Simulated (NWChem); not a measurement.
**C3H6O (propylene oxide) at 5 levels**

Aim: a comparison of 5 runs (HF/6-31G*, HF/6-31+G*, HF/6-31++G**, HF/6-311+G**, HF/6-311++G(2d,2p)) of C3H6O (propylene oxide). 

Program for the calculation: NWChem 7.3.0.

## (1) The molecule

C3H6O has 10 atoms, charge 0, and is taken as a singlet. As SMILES, `CC1CO1`. The coordinates come from a PBE0-D4/def2-TZVP relaxation.

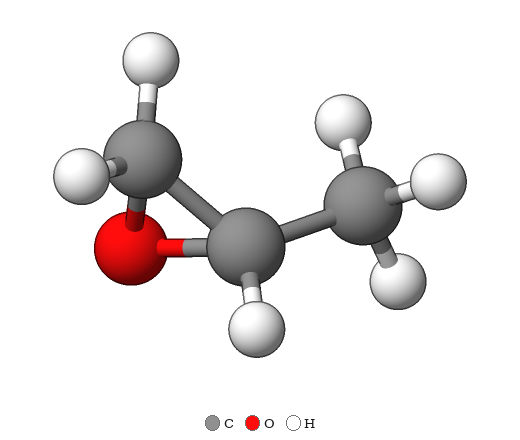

The structure, seen from a chosen angle (carbon grey, oxygen red, hydrogen white).

## (2) Energy and gradient at HF/6-31G(d) (spherical functions) (run 1)

a.nw

```
start a
memory 2200 mb
charge 0

geometry units angstrom noautosym nocenter noautoz
   C      0.210800     0.403200    -1.162600
   C      0.448800    -0.233800     0.169000
   C     -0.546800    -0.202400     1.234900
   O     -0.330600    -1.380700     0.475800
   H     -0.858600     0.462700    -1.372600
   H      0.629100     1.412900    -1.185300
   H      0.685000    -0.176600    -1.958300
   H      1.492600    -0.328400     0.468200
   H     -1.496300     0.297800     1.056000
   H     -0.234000    -0.254600     2.274900
end

basis spherical bse
   * library 6-31G*
end

scf
   thresh 1e-08
   maxiter 80
   noprint "final vectors analysis"
end

task scf gradient
```

Launch:

```console
$ nwchem a.nw > a.out
```

What it wrote:

```text
[...]
  functions       =    68
[...]
  wavefunction    = RHF
[...]
         Total SCF energy =   -191.907769040587
      One-electron energy =   -508.796469076869
      Two-electron energy =    191.497208865205
 Nuclear repulsion energy =    125.391491171077
        Time for solution =      5.9s
[...]
                         RHF ENERGY GRADIENTS
    atom               coordinates                        gradient
                 x          y          z           x          y          z
   1 C       0.398354   0.761938  -2.196995    0.001577  -0.003550   0.009557
   2 C       0.848109  -0.441818   0.319364   -0.000660   0.009524  -0.013090
   3 C      -1.033302  -0.382481   2.333623   -0.000896   0.002811   0.002728
   4 O      -0.624743  -2.609145   0.899132   -0.003714  -0.016250  -0.002875
   5 H      -1.622519   0.874376  -2.593838   -0.005348   0.000274  -0.000446
   6 H       1.188827   2.669994  -2.239892    0.001986   0.004611  -0.000113
   7 H       1.294462  -0.333726  -3.700650    0.002568  -0.002799  -0.003744
   8 H       2.820605  -0.620586   0.884770    0.007682   0.000109   0.002760
   9 H      -2.827597   0.562760   1.995551   -0.006204   0.004911  -0.002211
  10 H      -0.442196  -0.481124   4.298938    0.003011   0.000359   0.007436
[...]
```

It took 7.8 s on 1 thread of Intel Xeon 6975P-C (Granite Rapids), shared host; peak memory 0.1 GiB.

## (3) Energy and gradient at HF/6-31+G(d) (spherical functions) (run 2)

job.xyz

```xyz
10

C      0.210800     0.403200    -1.162600
C      0.448800    -0.233800     0.169000
C     -0.546800    -0.202400     1.234900
O     -0.330600    -1.380700     0.475800
H     -0.858600     0.462700    -1.372600
H      0.629100     1.412900    -1.185300
H      0.685000    -0.176600    -1.958300
H      1.492600    -0.328400     0.468200
H     -1.496300     0.297800     1.056000
H     -0.234000    -0.254600     2.274900
```

job.nw

```
start job
memory total 2200 mb

geometry noautosym nocenter noautoz
load format xyz job.xyz
end

basis "ao basis" spherical bse
* library 6-31+G*
end

scf
thresh 1e-08
maxiter 80
print low
end

task scf gradient
```

Launch:

```console
$ nwchem job.nw > job.out
```

What it wrote:

```text
[...]
  functions       =    84
[...]
  wavefunction    = RHF
[...]
         Total SCF energy =   -191.912845281044
      One-electron energy =   -508.654813272967
      Two-electron energy =    191.350476820847
 Nuclear repulsion energy =    125.391491171077
        Time for solution =     10.6s
[...]
                         RHF ENERGY GRADIENTS
    atom               coordinates                        gradient
                 x          y          z           x          y          z
   1 C       0.398354   0.761938  -2.196995    0.001835  -0.003095   0.009475
   2 C       0.848109  -0.441818   0.319364   -0.001633   0.007895  -0.012313
   3 C      -1.033302  -0.382481   2.333623   -0.000495   0.001116   0.001362
   4 O      -0.624743  -2.609145   0.899132   -0.003489  -0.014446  -0.002829
   5 H      -1.622519   0.874376  -2.593838   -0.005252   0.000109  -0.000289
   6 H       1.188827   2.669994  -2.239892    0.001860   0.004435  -0.000247
   7 H       1.294462  -0.333726  -3.700650    0.002427  -0.002682  -0.003582
   8 H       2.820605  -0.620586   0.884770    0.007836   0.000545   0.002810
   9 H      -2.827597   0.562760   1.995551   -0.006129   0.005278  -0.001982
  10 H      -0.442196  -0.481124   4.298938    0.003040   0.000845   0.007595
[...]
```

Run time: 13 s. Hardware: 1 thread of Intel Xeon 6975P-C (Granite Rapids), shared host; peak memory 0.1 GiB.

Runs 3 to 4 aren't shown in full; the table further down has their settings and results.

## (4) Energy and forces at HF/6-311++G(2d,2p) (run 5)

run.nw

```
start run
memory stack 880 mb heap 220 mb global 1100 mb

geometry units au noautosym nocenter noautoz
  C    0.39835427   0.76193757  -2.19699559
  C    0.84810908  -0.44181797   0.31936372
  C   -1.03330224  -0.38248057   2.33362279
  O   -0.62474346  -2.60914486   0.89913169
  H   -1.62251885   0.87437628  -2.59383808
  H    1.18882671   2.66999404  -2.23989238
  H    1.29446240  -0.33372563  -3.70065067
  H    2.82060521  -0.62058606   0.88476977
  H   -2.82759720   0.56276044   1.99555079
  H   -0.44219591  -0.48112427   4.29893796
end

basis spherical bse
  * library "6-311++G(2d,2p)"
end

scf
  thresh 1e-08
  maxiter 80
  print low
end

task scf gradient
```

Launch:

```console
$ nwchem run.nw > run.out
```

What it wrote:

```text
[...]
  functions       =   168
[...]
  wavefunction    = RHF
[...]
         Total SCF energy =   -191.970703440338
      One-electron energy =   -508.841393673819
      Two-electron energy =    191.479207981544
 Nuclear repulsion energy =    125.391482251937
        Time for solution =     81.4s
[...]
                         RHF ENERGY GRADIENTS
    atom               coordinates                        gradient
                 x          y          z           x          y          z
   1 C       0.398354   0.761938  -2.196996    0.001844  -0.003072   0.008748
   2 C       0.848109  -0.441818   0.319364   -0.000215   0.008239  -0.011686
   3 C      -1.033302  -0.382481   2.333623   -0.000743   0.001992   0.002030
   4 O      -0.624743  -2.609145   0.899132   -0.003945  -0.015706  -0.002884
   5 H      -1.622519   0.874376  -2.593838   -0.006798   0.000306  -0.000906
   6 H       1.188827   2.669994  -2.239892    0.002355   0.005931  -0.000505
   7 H       1.294462  -0.333726  -3.700651    0.002916  -0.003395  -0.004824
   8 H       2.820605  -0.620586   0.884770    0.009202  -0.000081   0.003026
   9 H      -2.827597   0.562760   1.995551   -0.007643   0.005411  -0.001979
  10 H      -0.442196  -0.481124   4.298938    0.003027   0.000375   0.008979
[...]
```

Wall time 1.9 min (1 thread of Intel Xeon 6975P-C (Granite Rapids), shared host); peak memory 0.11 GiB.

## (5) All runs side by side

```csv
run,level,energy (Eh),dipole moment (D),largest force (eV/Å),wall time
1,HF/6-31G* (spherical functions),-191.907769,2.35,0.870,7.8 s
2,HF/6-31+G* (spherical functions),-191.912845,–,0.778,13 s
3,HF/6-31++G** (spherical functions),-191.923278,2.42,0.764,27 s
4,HF/6-311+G**,-191.962222,2.39,0.904,35 s
5,"HF/6-311++G(2d,2p)",-191.970703,–,0.846,1.9 min
```

Convergence of the total energy of singlet C3H6O with the basis set, against the last point:

```csv
basis set,from the last (mEh),wall time
6-31G*,+62.934,7.8 s
6-31+G*,+57.858,13 s
6-31++G**,+47.425,27 s
6-311+G**,+8.481,35 s
"6-311++G(2d,2p)",+0.000,1.9 min
```

Convergence of the largest force on an atom of singlet C3H6O with the basis set, against the last point:

```csv
basis set,from the last (eV/Å),wall time
6-31G*,+0.02399,7.8 s
6-31+G*,-0.06790,13 s
6-31++G**,-0.08163,27 s
6-311+G**,+0.05840,35 s
"6-311++G(2d,2p)",+0.00000,1.9 min
```

## (6) Outcome

| quantity | value |
| --- | --- |
| run 5: total energy | -191.97070 Eh |
| run 5: largest force on an atom | 0.846 eV/Å |

**Reading.** Over runs 1, 3, 4 the dipole moment (its size) runs from 2.35 D (HF/6-31G*) to 2.42 D (HF/6-31++G**). All runs together took 3.2 min, the longest 1.9 min.
